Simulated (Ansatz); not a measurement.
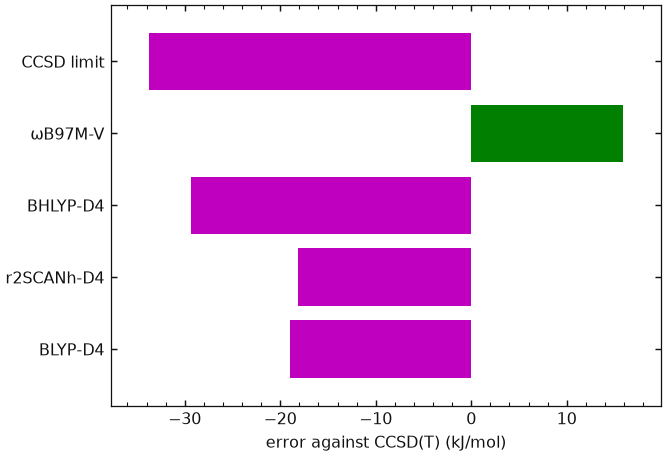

Error in the electronic atomisation energy (method less reference, so positive means overbinding) of BSi₂NH₈, SMILES B[SiH2]N[SiH3]: functionals in def2-TZVPP against frozen-core CCSD(T) at the limit (MP2 extrapolated from triple and quadruple zeta, plus CCSD(T) less MP2 in a smaller set), which gives 3786.4 kJ/mol, at a PBE0-D4/def2-TZVP geometry (a minimum by its frequencies), no zero-point or spin-orbit term, the Ansatz code 0.2.0. The reference leaves out core correlation, a term that grows with the number of heavy atoms. Limit means the basis limit.

Question: What range do the values span?

Answer: From −33.8 kJ/mol (CCSD limit) to 15.9 kJ/mol (ωB97M-V).

Question: Give the values.

Answer:
| level | kJ/mol |
| --- | --- |
| CCSD limit | −33.8 |
| ωB97M-V | 15.9 |
| BHLYP-D4 | −29.3 |
| r2SCANh-D4 | −18.1 |
| BLYP-D4 | −19.0 |

Caveats, for all or some of the runs: one conformer of a flexible molecule.
